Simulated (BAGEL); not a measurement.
# C3H10Si (trimethylsilane): a chain of runs

We compute the energy (HF/cc-pVDZ), then the energy (NEVPT2(2,2)/cc-pVDZ) of C3H10Si (trimethylsilane). 

Program for the calculation: BAGEL 1.2.2.

1 further run of the same task is left out (set aside as unsound or not needed).

### Step 1. The structure to begin with

C3H10Si: 14 atoms, total charge 0, spin state singlet. SMILES: `C[SiH](C)C`. The C1–H6 distance was set to 3.060 Å, away from the relaxed value. At this shape a bond of the SMILES string is far longer than usual.

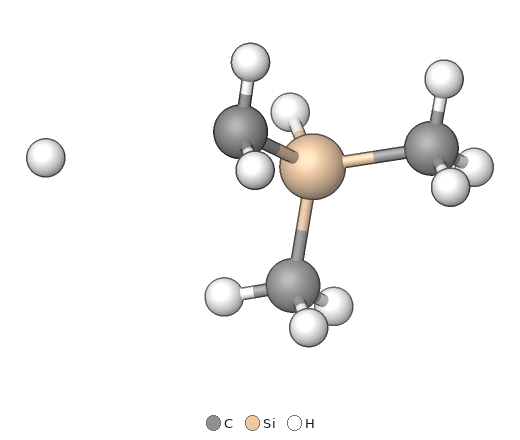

Viewed from a chosen angle; carbon grey, silicon light orange, hydrogen white.

### Step 2. The energy at HF/cc-pVDZ (density fitting with svp-jkfit) (run 1)

input.json reads:

```json
{ "bagel": [

{
  "title": "molecule",
  "basis": "cc-pvdz.json",
  "df_basis": "svp-jkfit",
  "angstrom": "false",
  "geometry": [
    { "atom": "C", "xyz": [ -1.16484986, -1.41053693, -3.17087540 ] },
    { "atom": "Si", "xyz": [  0.00300089, -3.48394444, -0.54925835 ] },
    { "atom": "C", "xyz": [  2.98536665, -2.16359279,  0.82816303 ] },
    { "atom": "C", "xyz": [  0.54629715, -6.77603632, -1.73317176 ] },
    { "atom": "H", "xyz": [ -2.92475180, -2.13883738, -3.96928469 ] },
    { "atom": "H", "xyz": [ -2.16543717,  3.96596822, -1.29087192 ] },
    { "atom": "H", "xyz": [  0.22447679, -1.29961001, -4.69682925 ] },
    { "atom": "H", "xyz": [ -1.96363709, -3.56841519,  1.47558320 ] },
    { "atom": "H", "xyz": [  4.47749440, -2.07024032, -0.59858020 ] },
    { "atom": "H", "xyz": [  3.67020340, -3.33635683,  2.38416352 ] },
    { "atom": "H", "xyz": [  2.68754582, -0.25496941,  1.55854217 ] },
    { "atom": "H", "xyz": [ -1.18752657, -7.58351629, -2.51211687 ] },
    { "atom": "H", "xyz": [  1.97908749, -6.79606742, -3.22246492 ] },
    { "atom": "H", "xyz": [  1.19485115, -8.01645255, -0.21458785 ] }
  ]
},
{
  "title": "hf"
},
{
  "title": "print",
  "file": "orbitals.molden",
  "orbitals": "true"
}

]}
```

The basis set cc-pVDZ is read from a file made from the Basis Set Exchange's data (not shown).

Started as:

```console
BAGEL_NUM_THREADS=1 BAGEL input.json > input.out
```

The program printed:

```text
* using 1 threads per process

  ===============================================================
  ===============================================================

  *** Geometry ***

  { "atom" : "C", "xyz" : [     -1.164850,     -1.410537,     -3.170875 ] },
  { "atom" : "Si", "xyz" : [      0.003001,     -3.483944,     -0.549258 ] },
  { "atom" : "C", "xyz" : [      2.985367,     -2.163593,      0.828163 ] },
  { "atom" : "C", "xyz" : [      0.546297,     -6.776036,     -1.733172 ] },
  { "atom" : "H", "xyz" : [     -2.924752,     -2.138837,     -3.969285 ] },
  { "atom" : "H", "xyz" : [     -2.165437,      3.965968,     -1.290872 ] },
  { "atom" : "H", "xyz" : [      0.224477,     -1.299610,     -4.696829 ] },
  { "atom" : "H", "xyz" : [     -1.963637,     -3.568415,      1.475583 ] },
  { "atom" : "H", "xyz" : [      4.477494,     -2.070240,     -0.598580 ] },
  { "atom" : "H", "xyz" : [      3.670203,     -3.336357,      2.384164 ] },
  { "atom" : "H", "xyz" : [      2.687546,     -0.254969,      1.558542 ] },
  { "atom" : "H", "xyz" : [     -1.187527,     -7.583516,     -2.512117 ] },
  { "atom" : "H", "xyz" : [      1.979087,     -6.796067,     -3.222465 ] },
  { "atom" : "H", "xyz" : [      1.194851,     -8.016453,     -0.214588 ] },

  Number of auxiliary basis functions:      533

  Since a DF basis is specified, we compute 2- and 3-index integrals:
    o Being stored without compression. Storage requirement is 0.052 GB

  Number of basis functions:      110
  Number of electrons      :       42

    * METHOD: MOLECULE                             0.37

  *** RHF ***

  === Nuclear Repulsion ===
   171.2504427875

      * DIIS with orbital gradients will be used.

  === RHF iteration (cc-pvdz.json) ===
      0       -407.64691254          0.01737033           0.12
      1       -407.75406967          0.01712601           0.12
      2       -408.11087784          0.00242334           0.11
      3       -408.11922293          0.00142509           0.11
      4       -408.12180766          0.00020356           0.11
      5       -408.12193825          0.00011208           0.11
      6       -408.12196655          0.00003827           0.12
      7       -408.12197150          0.00001528           0.12
      8       -408.12197193          0.00000802           0.12
      9       -408.12197219          0.00000344           0.11
     10       -408.12197223          0.00000161           0.12
     11       -408.12197223          0.00000079           0.12
     12       -408.12197223          0.00000024           0.12
     13       -408.12197223          0.00000007           0.11
     14       -408.12197223          0.00000004           0.12
     15       -408.12197223          0.00000001           0.11
     16       -408.12197223          0.00000001           0.12
    * SCF iteration converged.

    * Permanent dipole moment:
           (   -0.522600,     1.620127,     0.526640) a.u.

    * METHOD: HF                                   2.22

    * METHOD: PRINT                                0.02

  ===============================================================
```

Wall time 2.8 s (1 thread of Arm Neoverse V2, shared host); peak memory 0.17 GiB.

### Step 3. The energy at NEVPT2(2,2)/cc-pVDZ (density fitting with svp-jkfit) (run 2)

Changes to input.json since step 2:

```diff
@@ -6,3 +6,3 @@
   "df_basis": "svp-jkfit",
-  "angstrom": "false",
+  "angstrom": false,
   "geometry": [
@@ -24,10 +24,15 @@
 },
+{ "title": "hf", "charge": 0 },
 {
-  "title": "hf"
+  "title": "nevpt2",
+  "nstate": 1,
+  "nact": 2,
+  "nclosed": 20,
+  "charge": 0,
+  "active": [21, 22],
+  "maxiter": 200,
+  "natocc": true,
+  "ncore": 8
 },
-{
-  "title": "print",
-  "file": "orbitals.molden",
-  "orbitals": "true"
-}
+{ "title": "print", "file": "orbitals.molden", "orbitals": true }
```

The basis set cc-pVDZ is read from a file made from the Basis Set Exchange's data (not shown).

Started as:

```console
BAGEL_NUM_THREADS=1 BAGEL input.json > input.out
```

The program printed:

```text
* using 1 threads per process

  ===============================================================
  ===============================================================

  *** Geometry ***

  { "atom" : "C", "xyz" : [     -1.164850,     -1.410537,     -3.170875 ] },
  { "atom" : "Si", "xyz" : [      0.003001,     -3.483944,     -0.549258 ] },
  { "atom" : "C", "xyz" : [      2.985367,     -2.163593,      0.828163 ] },
  { "atom" : "C", "xyz" : [      0.546297,     -6.776036,     -1.733172 ] },
  { "atom" : "H", "xyz" : [     -2.924752,     -2.138837,     -3.969285 ] },
  { "atom" : "H", "xyz" : [     -2.165437,      3.965968,     -1.290872 ] },
  { "atom" : "H", "xyz" : [      0.224477,     -1.299610,     -4.696829 ] },
  { "atom" : "H", "xyz" : [     -1.963637,     -3.568415,      1.475583 ] },
  { "atom" : "H", "xyz" : [      4.477494,     -2.070240,     -0.598580 ] },
  { "atom" : "H", "xyz" : [      3.670203,     -3.336357,      2.384164 ] },
  { "atom" : "H", "xyz" : [      2.687546,     -0.254969,      1.558542 ] },
  { "atom" : "H", "xyz" : [     -1.187527,     -7.583516,     -2.512117 ] },
  { "atom" : "H", "xyz" : [      1.979087,     -6.796067,     -3.222465 ] },
  { "atom" : "H", "xyz" : [      1.194851,     -8.016453,     -0.214588 ] },

  Number of auxiliary basis functions:      533

  Since a DF basis is specified, we compute 2- and 3-index integrals:
    o Being stored without compression. Storage requirement is 0.052 GB

  Number of basis functions:      110
  Number of electrons      :       42

    * METHOD: MOLECULE                             0.36

  *** RHF ***

  === Nuclear Repulsion ===
   171.2504427875

      * DIIS with orbital gradients will be used.

  === RHF iteration (cc-pvdz.json) ===
      0       -407.64691254          0.01737033           0.12
      1       -407.75406967          0.01712601           0.12
      2       -408.11087784          0.00242334           0.12
      3       -408.11922293          0.00142509           0.12
      4       -408.12180766          0.00020356           0.12
      5       -408.12193825          0.00011208           0.12
      6       -408.12196655          0.00003827           0.12
      7       -408.12197150          0.00001528           0.12
      8       -408.12197193          0.00000802           0.12
      9       -408.12197219          0.00000344           0.12
     10       -408.12197223          0.00000161           0.12
     11       -408.12197223          0.00000079           0.12
     12       -408.12197223          0.00000024           0.12
     13       -408.12197223          0.00000007           0.12
     14       -408.12197223          0.00000004           0.12
     15       -408.12197223          0.00000001           0.12
     16       -408.12197223          0.00000001           0.12
    * SCF iteration converged.

    * Permanent dipole moment:
           (   -0.522600,     1.620127,     0.526640) a.u.

    * METHOD: HF                                   2.23

    * freezing 8 orbitals
  ---------------------------
      CASSCF calculation
  ---------------------------

    ==== Active orbitals : =====
         Orbital 21
         Orbital 22
    ============================

    * nstate   :      1
    * nclosed  :     20
    * nact     :      2
    * nvirt    :     88
  === CASSCF iteration (cc-pvdz.json) ===

    * Using the second-order algorithm

      0  0      -408.21782126     6.34e-03      0.04

      1  0      -408.24713458     6.86e-04      0.69

      2  0      -408.24744999     1.38e-04      0.68

      3  0      -408.24746112     2.93e-05      0.68

      4  0      -408.24746161     6.21e-06      0.68

      5  0      -408.24746163     1.31e-06      0.69

      6  0      -408.24746163     2.78e-07      0.68

      7  0      -408.24746163     5.88e-08      0.60

      8  0      -408.24746163     1.24e-08      0.56

      9  0      -408.24746163     2.64e-09      0.48

    * Second-order optimization converged. *

     guess   0:   closed 1.                   open ..

  === FCI iteration ===

      0  0      -408.09805657     1.00e-01      0.00
      1  0      -408.24472530     1.63e-02      0.00
      2  0 *    -408.24746163     2.99e-16      0.00

     * ci vector, state   0, <S^2> = 0.0000
       2.     0.7994222988
       .2    -0.6007694967

  === DF-NEVPT2 calculation ===

    * 3-index integral transformation done
    * assembly done

      NEVPT2 correlation energy:   -0.5141100128      0.35

          (+0)     -0.4693720795
          (+0)'    -0.0067759151
          (+1)     -0.0075773807
          (+1)'    -0.0000000000
          (+2)     -0.0000636044
          (-1)     -0.0301254191
          (-1)'     0.0000000000
          (-2)     -0.0001956139

      NEVPT2 total energy:       -408.7615716470

    * METHOD: NEVPT2                               6.63

    * METHOD: PRINT                                0.02

  ===============================================================
```

Wall time 9.6 s (1 thread of Arm Neoverse V2, shared host); peak memory 0.17 GiB.

### Step 4. What came out

| quantity | value |
| --- | --- |
| run 1, HF/cc-pVDZ: total energy | -408.12197 Eh |
| run 1, HF/cc-pVDZ: dipole moment | 4.53 D |
| run 1, HF/cc-pVDZ: HOMO energy | -7.60 eV |
| run 1, HF/cc-pVDZ: LUMO energy | -1.11 eV |
| run 1, HF/cc-pVDZ: HOMO–LUMO gap | 6.49 eV |
| run 2, NEVPT2(2,2)/cc-pVDZ: total energy | -408.76157 Eh |

In words: One bond (run 1, HF/cc-pVDZ) is far stretched, which a spin-restricted single reference describes badly; a broken-symmetry solution may lie lower.
